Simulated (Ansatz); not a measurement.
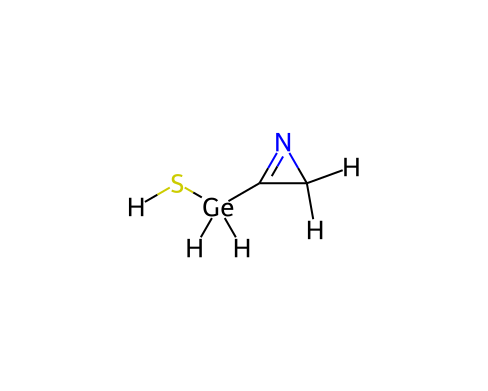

(Drawn from a calculation with Ansatz.)

2D structure.

Transcribe the drawing into SMILES.

[SH][GeH2][C]1=NC1

Give the formula, hydrogens included.

C2H5GeNS.

An optimisation with PBE0-D4/def2-TZVP gave a structure of which point group?

Cs. Other conformers may differ.
